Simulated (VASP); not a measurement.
Energy against volume of GaAs (zinc blende). All values below come from vdW-DF-cx, VASP's PBE PAW potentials (set 64) (plane waves; VASP).

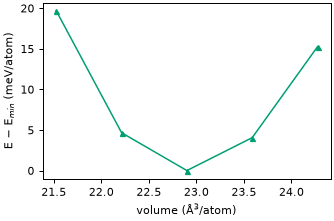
*Energy against volume*

Task: Estimate the equilibrium volume and the bulk modulus.

Result: The minimum lies near 22.9 Å³/atom, and the curvature gives B0 of about 67 GPa.

Measured: bulk modulus 76.7 GPa at 0 K (computed value off by -12.6 %), as given by Daniel Mejia-Rodriguez et al., Physical Review B (2018), arXiv:1807.09216 [0 K value with the zero-point phonon effect removed]; a 5.640 Å at 0 K (computed value off by +0.7 %), as given by Daniel Mejia-Rodriguez et al., Physical Review B (2018), arXiv:1807.09216 [static lattice: zero-point anharmonic expansion removed].

The compound is GaAs in the zinc blende structure. It was relaxed first.
